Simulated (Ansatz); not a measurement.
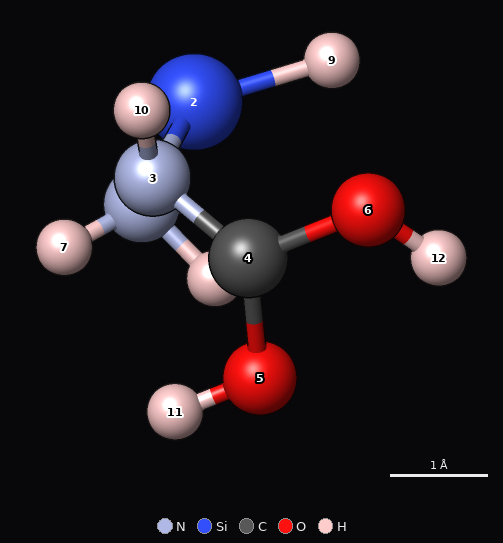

*The starting structure (ball-and-stick view, seen at a tilt; atoms are numbered from 1 in the order of the input).*

Bond lengths as drawn: C–N 1.35 Å, C–O 1.42 to 1.50 Å, H–N 0.98 to 1.07 Å, H–O 0.95 Å, H–Si 1.51 Å and N–Si 1.59 to 1.69 Å.

# Geometry relaxation, with input and output: CH₆N₂O₂Si (part 1 of 2)

System: CH₆N₂O₂Si.
Method: RKS PBE-D4/def2-SVP (Ansatz 0.2.0).

It belongs to a series of runs on one base structure; here: end point A relaxed. Figures and captions count atoms from 1; the log counts them from 0 in places.

## The input
```yaml
crystal:
  periodic: [false, false, false]
  atoms:
    - { symbol: "N", position_ang: [-1.229, -1.4265, 0.7795] }
    - { symbol: Si, position_ang: [0.0219, -0.459, 1.3827] }
    - { symbol: "N", position_ang: [1.0449, -0.4775, 0.162] }
    - { symbol: C, position_ang: [0.7804, 0.539, -0.6904] }
    - { symbol: O, position_ang: [-0.4268, 0.3033, -1.549] }
    - { symbol: O, position_ang: [0.9764, 1.8954, -0.3194] }
    - { symbol: H, position_ang: [-0.8174, -2.0942, 0.1939] }
    - { symbol: H, position_ang: [-1.6953, -0.7424, 0.0941] }
    - { symbol: H, position_ang: [-0.4989, 0.8311, 1.9572] }
    - { symbol: H, position_ang: [2.0219, -0.2828, 0.5278] }
    - { symbol: H, position_ang: [-0.3585, -0.5793, -1.8919] }
    - { symbol: H, position_ang: [0.2574, 2.4377, -0.6127] }
basis:
  gaussian: { orbitals: def2-SVP }
hamiltonian:
  xc: pbe
  dispersion: d4
relax:
  f_tol: 0.02
  max_steps: 50
output:
  orbitals: {}
```

Hardware: 2 threads of Intel Xeon @ 2.50GHz (Skylake/Cascade Lake), 128 GiB of memory available, shared host.

Launched with:
```bash
ansatz run input.yaml --threads 2 --pin off --max-ram 3072MiB --backend cpu --events-out ev --progress --plain --runs-dir out
```

## The program's output
```
The last accepted step is kept in [file] (removed where the run ends without a failure and the disk answers)
Engine: ansatz 0.2.0, x86_64-unknown-linux-gnu
Functional definition: PBE
  parameter kappa = 0.804
  parameter beta = 0.06672455060314922
  exchange = pbe_x(kappa = kappa, mu = beta*pi^2/3)
  correlation = pbe_c(beta = beta)
1332 factors; their error is unknown
mean field evaluation 1: about -16042.5303 eV, gradient 9.5e1 eV
mean field evaluation 2: about -15980.5320 eV, gradient 1.8e2 eV
mean field evaluation 4: about -16051.4702 eV, gradient 5.0e1 eV
mean field evaluation 8: about -16061.1240 eV, gradient 2.1e0 eV
mean field evaluation 16: about -16061.0556 eV, gradient 1.8e-1 eV
mean field -16061.05571318 eV, -590.2329108850 hartree, gradient 6.4e-5 eV, S^2 0.000000; 0 other end points of the search recorded, 0 dependent functions left out
the calculation of the forces begins
reference -16061.05574695 eV, -590.2329121257 hartree; 28, 28 occupied and 90, 90 virtual orbitals, 1332 factors
relax step   1: F+E_penalty+E_count = -16061.35641983 eV  Δ(F+E_penalty+E_count) = +0.000e0 eV  max|allowed force component| = 8.947e0 eV/Å  Δτ_max = 0.0000 Å  (36 SCF iters, accepted)
these checks for a lower state are left out or cut short: starts, cluster_reference, orbital_swaps, neighbouring_geometries, increment
1332 factors; their error is unknown
mean field evaluation 32: about -16062.6986 eV, gradient 1.3e-5 eV
mean field -16062.69860135 eV, -590.2932859116 hartree, gradient 1.3e-5 eV, S^2 0.000000; 0 other end points of the search recorded, 0 dependent functions left out
[... from here on the field's lines of each further geometry are left out, up to the last ...]
relax step   2: F+E_penalty+E_count = -16062.99622201 eV  Δ(F+E_penalty+E_count) = -1.640e0 eV  max|allowed force component| = 3.769e0 eV/Å  Δτ_max = 0.1455 Å  (40 SCF iters, accepted)
relax step   3: F+E_penalty+E_count = -16063.85214372 eV  Δ(F+E_penalty+E_count) = -8.559e-1 eV  max|allowed force component| = 3.017e0 eV/Å  Δτ_max = 0.1994 Å  (38 SCF iters, accepted)
relax step   4: F+E_penalty+E_count = -16064.22915701 eV  Δ(F+E_penalty+E_count) = -3.770e-1 eV  max|allowed force component| = 1.680e0 eV/Å  Δτ_max = 0.1998 Å  (39 SCF iters, accepted)
relax step   5: F+E_penalty+E_count = -16064.48849878 eV  Δ(F+E_penalty+E_count) = -2.593e-1 eV  max|allowed force component| = 1.017e0 eV/Å  Δτ_max = 0.1990 Å  (37 SCF iters, accepted)
relax step   6: F+E_penalty+E_count = -16064.63006692 eV  Δ(F+E_penalty+E_count) = -1.416e-1 eV  max|allowed force component| = 1.353e0 eV/Å  Δτ_max = 0.1933 Å  (30 SCF iters, accepted)
relax step   7: F+E_penalty+E_count = -16064.78104080 eV  Δ(F+E_penalty+E_count) = -1.510e-1 eV  max|allowed force component| = 1.678e0 eV/Å  Δτ_max = 0.1950 Å  (36 SCF iters, accepted)
relax step   8: F+E_penalty+E_count = -16064.98751640 eV  Δ(F+E_penalty+E_count) = -2.065e-1 eV  max|allowed force component| = 2.933e0 eV/Å  Δτ_max = 0.1916 Å  (37 SCF iters, accepted)
relax step   9: F+E_penalty+E_count = -16065.28312516 eV  Δ(F+E_penalty+E_count) = -2.956e-1 eV  max|allowed force component| = 1.853e0 eV/Å  Δτ_max = 0.1949 Å  (32 SCF iters, accepted)
relax step  10: F+E_penalty+E_count = -16065.54350342 eV  Δ(F+E_penalty+E_count) = -2.604e-1 eV  max|allowed force component| = 1.036e0 eV/Å  Δτ_max = 0.1952 Å  (38 SCF iters, accepted)
relax step  11: F+E_penalty+E_count = -16065.75519837 eV  Δ(F+E_penalty+E_count) = -2.117e-1 eV  max|allowed force component| = 9.111e-1 eV/Å  Δτ_max = 0.1952 Å  (37 SCF iters, accepted)
relax step  12: F+E_penalty+E_count = -16065.97612847 eV  Δ(F+E_penalty+E_count) = -2.209e-1 eV  max|allowed force component| = 9.110e-1 eV/Å  Δτ_max = 0.1927 Å  (37 SCF iters, accepted)
relax step  13: F+E_penalty+E_count = -16065.92314236 eV  Δ(F+E_penalty+E_count) = +5.299e-2 eV  max|allowed force component| = 2.234e0 eV/Å  Δτ_max = 0.1948 Å  (37 SCF iters, rejected (line search))
relax step  14: F+E_penalty+E_count = -16066.12244129 eV  Δ(F+E_penalty+E_count) = -1.463e-1 eV  max|allowed force component| = 3.582e-1 eV/Å  Δτ_max = 0.0972 Å  (31 SCF iters, accepted)
relax step  15: F+E_penalty+E_count = -16066.17526797 eV  Δ(F+E_penalty+E_count) = -5.283e-2 eV  max|allowed force component| = 3.458e-1 eV/Å  Δτ_max = 0.0996 Å  (30 SCF iters, accepted)
relax step  16: F+E_penalty+E_count = -16066.20642796 eV  Δ(F+E_penalty+E_count) = -3.116e-2 eV  max|allowed force component| = 1.743e-1 eV/Å  Δτ_max = 0.1494 Å  (31 SCF iters, accepted)
relax step  17: F+E_penalty+E_count = -16066.20999532 eV  Δ(F+E_penalty+E_count) = -3.567e-3 eV  max|allowed force component| = 2.844e-1 eV/Å  Δτ_max = 0.0418 Å  (30 SCF iters, accepted)
relax step  18: F+E_penalty+E_count = -16066.21334865 eV  Δ(F+E_penalty+E_count) = -3.353e-3 eV  max|allowed force component| = 3.469e-1 eV/Å  Δτ_max = 0.0950 Å  (30 SCF iters, accepted)
relax step  19: F+E_penalty+E_count = -16066.21490121 eV  Δ(F+E_penalty+E_count) = -1.553e-3 eV  max|allowed force component| = 2.099e-1 eV/Å  Δτ_max = 0.0642 Å  (31 SCF iters, accepted)
relax step  20: F+E_penalty+E_count = -16066.22011878 eV  Δ(F+E_penalty+E_count) = -5.218e-3 eV  max|allowed force component| = 1.711e-1 eV/Å  Δτ_max = 0.0386 Å  (32 SCF iters, accepted)
relax step  21: F+E_penalty+E_count = -16066.22107859 eV  Δ(F+E_penalty+E_count) = -9.598e-4 eV  max|allowed force component| = 1.031e-1 eV/Å  Δτ_max = 0.0273 Å  (31 SCF iters, accepted)
relax step  22: F+E_penalty+E_count = -16066.22124989 eV  Δ(F+E_penalty+E_count) = -1.713e-4 eV  max|allowed force component| = 2.732e-2 eV/Å  Δτ_max = 0.0086 Å  (33 SCF iters, accepted)
the calculation of the forces begins
reference -16065.93753552 eV, -590.4123145469 hartree; 28, 28 occupied and 90, 90 virtual orbitals, 1332 factors
relax step  23: F+E_penalty+E_count = -16066.22140959 eV  Δ(F+E_penalty+E_count) = -1.597e-4 eV  max|allowed force component| = 5.607e-3 eV/Å  Δτ_max = 0.0053 Å  (33 SCF iters, accepted)
1332 factors; their error is unknown
mean field evaluation 192: about -16052.7985 eV, gradient 8.4e1 eV
```

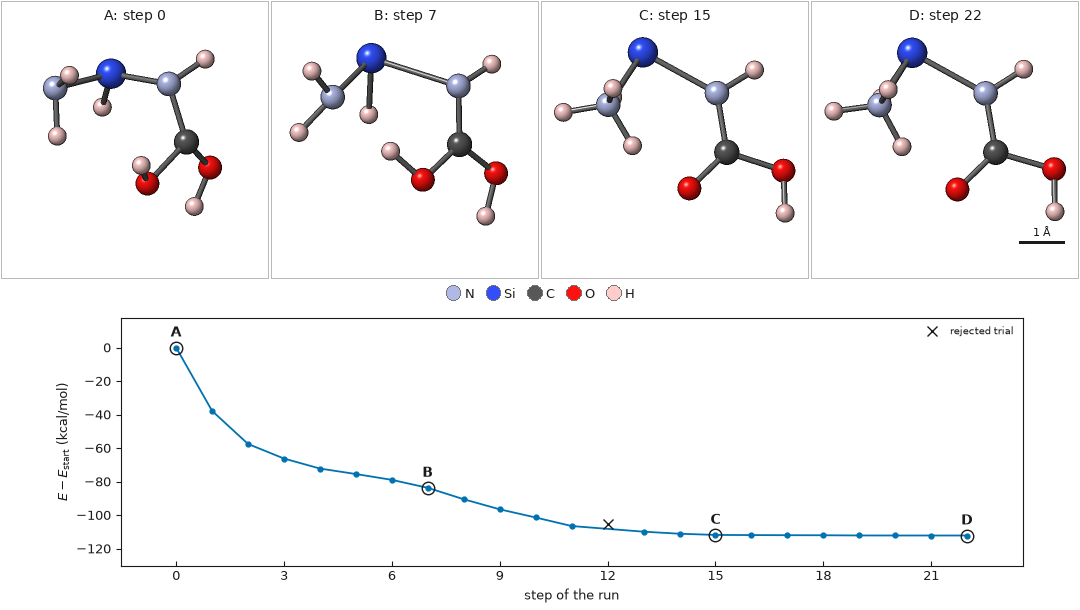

*Frames of the relaxation (ball-and-stick view, seen at a tilt) above the curves, on which the letters mark them (the first geometry is step 0 here and step 1 in the log).*

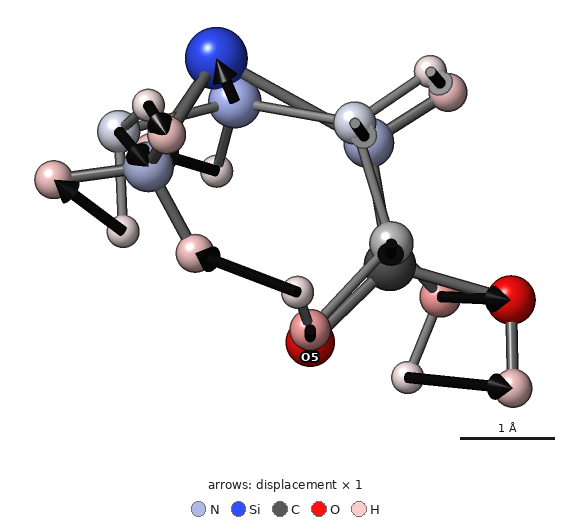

*Start (faint) and end (solid) with the displacements as black arrows, at true length (ball-and-stick view, seen at a tilt). The two geometries are laid on each other by the best rigid fit.*

The largest move after the best rigid fit is that of H11, 1.59 Å. Largest moves by element: H 1.59 Å, O 0.97 Å, N 0.76 Å, Si 0.52 Å, C 0.48 Å. Among the contacts that change: N1–H11 2.935 → 1.067 Å, O5–H11 0.949 → 1.684 Å, N1–Si2 1.693 → 2.022 Å, Si2–N3 1.593 → 1.871 Å. New bonds form: N1–H11 (2.93 → 1.07 Å). Bonds break: O5–H11 (0.95 → 1.68 Å). Among the angles that change: N1–Si2–H9 111.7° → 85.7°, N3–Si2–H9 121.6° → 95.9°, Si2–N3–C4 110.4° → 128.6°. The energy falls by 112.2 kcal/mol in 22 geometry steps. Largest force component: 8.9 eV/Å at the start, 0.0056 eV/Å at the end. The line search rejected the trial step at point 12 (counted from 0) and went back. (Atoms are counted from 1 in the order of the input.)

```
mean field -16065.93749976 eV, -590.4123132328 hartree, gradient 1.8e-5 eV, S^2 0.000000; 1 other end points of the search recorded, 0 dependent functions left out
the calculation of the forces begins
reference -16065.93753552 eV, -590.4123145469 hartree; 28, 28 occupied and 90, 90 virtual orbitals, 1332 factors
Total energy: -16066.22144534 eV, -590.4227480404 hartree
Atom 0 at    -1.158936    -1.372020     0.136042 Å, force    -0.004297    -0.002986     0.000731 eV/Å
Atom 1 at     0.132175    -0.924791     1.627107 Å, force    -0.003859     0.001282    -0.000936 eV/Å
Atom 2 at     1.110797     0.158373     0.456826 Å, force    -0.000373     0.003940    -0.005125 eV/Å
Atom 3 at     0.655280     0.957575    -0.534411 Å, force     0.002162     0.004370     0.002620 eV/Å
Atom 4 at    -0.515186     0.987617    -0.960027 Å, force    -0.004416    -0.004076     0.000445 eV/Å
Atom 5 at     1.614308     1.747560    -1.093609 Å, force     0.000061    -0.005607     0.001879 eV/Å
Atom 6 at    -0.878516    -2.169070    -0.450815 Å, force    -0.000530     0.002842     0.000412 eV/Å
Atom 7 at    -2.105909    -1.555123     0.493623 Å, force     0.004363    -0.001365     0.003117 eV/Å
Atom 8 at    -0.892827     0.164608     2.031383 Å, force     0.000387    -0.000453    -0.000211 eV/Å
Atom 9 at     2.124911     0.200320     0.587063 Å, force     0.001196    -0.001302    -0.000287 eV/Å
Atom 10 at    -1.164788    -0.478098    -0.446226 Å, force     0.005115     0.002560    -0.004216 eV/Å
Atom 11 at     1.155692     2.227849    -1.813156 Å, force     0.000191     0.000795     0.001571 eV/Å
Dipole moment:    -0.217021    -0.241971    -0.599652 e Å
```

## Trajectory as extended XYZ (Å, eV, eV/Å), 23 frames, from step=1 to step=23
```
12
Properties=species:S:1:pos:R:3:forces:R:3 step=1 energy=-16061.35642
N    -1.2290   -1.4265    0.7795   -3.5066   2.2363  -0.1658
Si    0.0219   -0.4590    1.3827   -3.5488  -0.3942   7.1149
N     1.0449   -0.4775    0.1620    8.9469   0.2862  -3.3982
C     0.7804    0.5390   -0.6904   -3.4533   2.2958  -2.6311
O    -0.4268    0.3033   -1.5490    1.7820   2.5784   2.1753
O     0.9764    1.8954   -0.3194    1.0635  -2.7446  -0.1436
H    -0.8174   -2.0942    0.1939    0.8561  -1.9026  -1.2414
H    -1.6953   -0.7424    0.0941   -0.1229  -1.1354   0.6720
H    -0.4989    0.8311    1.9572   -0.3960   0.2353  -0.4237
H     2.0219   -0.2828    0.5278   -0.7455  -0.9229  -0.8426
H    -0.3585   -0.5793   -1.8919    0.4603  -1.2970  -0.3960
H     0.2574    2.4377   -0.6127   -1.3356   0.7648  -0.7197
12
Properties=species:S:1:pos:R:3:forces:R:3 step=2 energy=-16062.99622
N    -1.2981   -1.4116    0.7822   -0.7791   0.6250  -0.7549
Si    0.0606   -0.5508    1.4433   -2.1387  -0.5411   3.7694
N     1.1845   -0.4408    0.1801    3.7215   1.2546  -2.8476
C     0.7915    0.5764   -0.6809   -2.3567   1.0567  -0.2591
O    -0.4264    0.3683   -1.4236    1.9531   0.5107   0.9055
O     0.9839    1.9190   -0.3893    0.4067  -1.4535  -0.1268
H    -0.9341   -2.1682    0.2028   -0.0974  -0.5320  -0.1041
H    -1.7812   -0.7610    0.1123   -0.0600  -0.5170   0.4474
H    -0.5897    0.7633    1.8688    0.0411   0.1132  -0.3450
H     2.1602   -0.2844    0.4965   -0.3576  -0.3405  -0.3544
H    -0.3088   -0.5063   -1.8345   -0.0516  -0.1904  -0.0565
H     0.2345    2.4408   -0.7238   -0.2813   0.0143  -0.2738
12
Properties=species:S:1:pos:R:3:forces:R:3 step=3 energy=-16063.85214
N    -1.3595   -1.4212    0.7852    0.6968  -0.7656  -0.6246
Si    0.0817   -0.6948    1.5480   -1.1139  -0.0967   1.3930
N     1.2644   -0.3663    0.1797   -0.4108   1.7994  -3.0173
C     0.7183    0.6580   -0.6104    0.4806  -1.3449   1.7635
O    -0.3528    0.4294   -1.4126    0.7137  -0.4614  -0.1009
O     0.9819    1.9530   -0.4216   -0.2136   0.1916  -0.1927
H    -1.0980   -2.2766    0.2362   -0.4766   0.5163   0.4949
H    -1.8586   -0.7818    0.1551   -0.1913  -0.0190  -0.0581
H    -0.5839    0.6984    1.7729    0.2552  -0.1232  -0.1749
H     2.2459   -0.2497    0.4246    0.1821   0.2022   0.1147
H    -0.2146   -0.4766   -1.7808   -0.3052   0.2427   0.3021
H     0.2524    2.4731   -0.8426    0.3830  -0.1414   0.1003
12
Properties=species:S:1:pos:R:3:forces:R:3 step=4 energy=-16064.22916
N    -1.3327   -1.4873    0.7586    0.3928  -0.1805  -0.4273
Si    0.0487   -0.6876    1.5695   -0.6005  -0.2725   0.6299
N     1.2743   -0.3534    0.1095   -0.4706   1.3848  -1.6802
C     0.7182    0.7007   -0.5448    0.3012  -1.3957   0.8972
O    -0.3443    0.4973   -1.3538    0.2942  -0.2126  -0.2900
O     1.0395    1.9852   -0.4206   -0.0218   0.1755  -0.0327
H    -1.0962   -2.3658    0.2534   -0.3285   0.3856   0.4090
H    -1.9323   -0.8939    0.1687   -0.0336  -0.1715   0.0136
H    -0.5616    0.7488    1.5809    0.0353  -0.1744  -0.0460
H     2.2323   -0.2580    0.4383    0.2618   0.3780   0.0735
H    -0.2969   -0.4399   -1.6513   -0.1790   0.1566   0.3366
H     0.3280    2.4987   -0.8746    0.3487  -0.0733   0.1164
12
Properties=species:S:1:pos:R:3:forces:R:3 step=5 energy=-16064.48850
N    -1.3224   -1.5022    0.7111    0.4130  -0.6383  -0.5413
Si    0.0421   -0.7519    1.6017   -0.5873  -0.0351  -0.1885
N     1.3257   -0.3020    0.0112    0.3195  -0.0739   0.3430
C     0.7150    0.7350   -0.4964    0.4533  -0.0775  -0.7512
O    -0.3064    0.5512   -1.3465   -0.3521  -0.9656  -0.2560
O     1.1069    2.0099   -0.4343   -0.2558   0.0358   0.1483
H    -1.1995   -2.4699    0.3305   -0.2809   0.7664   0.4443
H    -1.9799   -0.9587    0.1332    0.0763  -0.1722   0.1711
H    -0.5822    0.6894    1.4732    0.1556  -0.1638   0.1616
H     2.2484   -0.1413    0.4382   -0.1767   0.3028  -0.0837
H    -0.3900   -0.4444   -1.4755   -0.0438   1.0167   0.4324
H     0.4194    2.5297   -0.9127    0.2790   0.0047   0.1201
12
Properties=species:S:1:pos:R:3:forces:R:3 step=6 energy=-16064.63007
N    -1.3110   -1.5426    0.6431    0.0870  -0.7601  -0.8296
Si    0.0148   -0.7733    1.5581   -0.1064  -0.1649   0.1476
N     1.3625   -0.2648   -0.0016    0.6097  -0.1339   0.4758
C     0.7723    0.7577   -0.5429   -0.3327   0.1008  -0.5713
O    -0.3017    0.5783   -1.3329   -0.1134  -1.2324  -0.0077
O     1.1546    2.0328   -0.4487   -0.0462  -0.0809  -0.0689
H    -1.2932   -2.5717    0.4081   -0.0702   1.2336   0.3597
H    -2.0161   -1.0405    0.0789    0.0589  -0.2273   0.3068
H    -0.5664    0.6816    1.4684   -0.0201  -0.2262   0.0253
H     2.2671   -0.0504    0.4549   -0.3579   0.0773  -0.1440
H    -0.4959   -0.4275   -1.3147    0.1847   1.3531   0.2664
H     0.4901    2.5651   -0.9369    0.1067   0.0610   0.0399
12
Properties=species:S:1:pos:R:3:forces:R:3 step=7 energy=-16064.78104
N    -1.2248   -1.5442    0.4875   -1.6205  -0.6722  -1.3715
Si    0.0164   -0.8259    1.5701    0.0652   0.1159  -0.1245
N     1.3878   -0.2316    0.0354    0.2371   0.2324   0.3099
C     0.7977    0.7729   -0.5592   -0.3456  -0.2839  -0.3041
O    -0.2961    0.5766   -1.3007   -0.0794  -1.0249   0.1836
O     1.1941    2.0455   -0.5139    0.0976  -0.0336  -0.0642
H    -1.3455   -2.6023    0.3845    0.2696   1.6776   0.2130
H    -2.1187   -1.0620    0.1392    1.3479  -0.7529   0.8016
H    -0.5803    0.6239    1.4551   -0.0417  -0.2318   0.1759
H     2.2794    0.0211    0.4899   -0.2081   0.0802  -0.0671
H    -0.5729   -0.4067   -1.1367    0.1853   0.9365   0.2131
H     0.5399    2.5776   -1.0175    0.0926  -0.0434   0.0344
```
